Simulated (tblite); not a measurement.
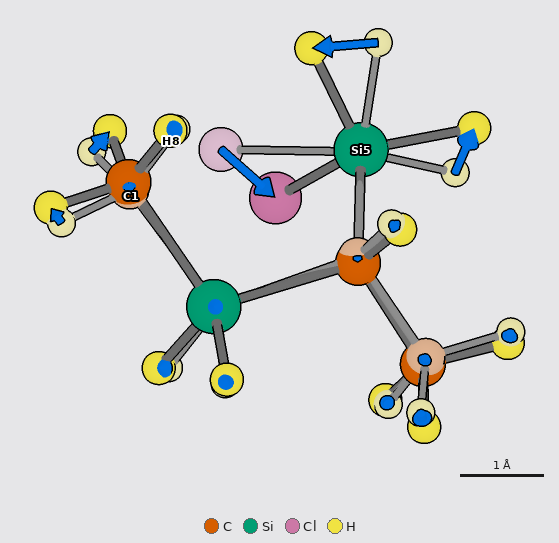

A relaxation of C₃H₁₁ClSi₂. The starting structure is drawn faded, the final one solid; blue arrows show the displacements, at their true length. The two geometries are superimposed by the best rigid fit.

A ball-and-stick model, seen at a tilt.

Method: tblite, GFN2-xTB geometry optimisation, gas phase. 

**What did the optimiser do to the structure, and how much energy did it gain?**

The atom that moves furthest after the best rigid fit is the Cl atom (0.99 Å). Largest moves by element: Cl 0.99 Å, H 0.82 Å, Si 0.18 Å, C 0.17 Å. Some distances before and after: C–Si 1.851 → 1.916 Å, Cl–Si 2.073 → 2.018 Å, C–Si 1.859 → 1.895 Å, C–H 1.123 → 1.089 Å. Bond angles that change, for instance: Si–C–H 111.7° → 106.2°, C–C–H 105.5° → 110.8°, H–C–H 113.0° → 108.0°. Groups turn about C–Si by about 40°. After 121 geometry steps the energy has fallen by 0.373 eV.
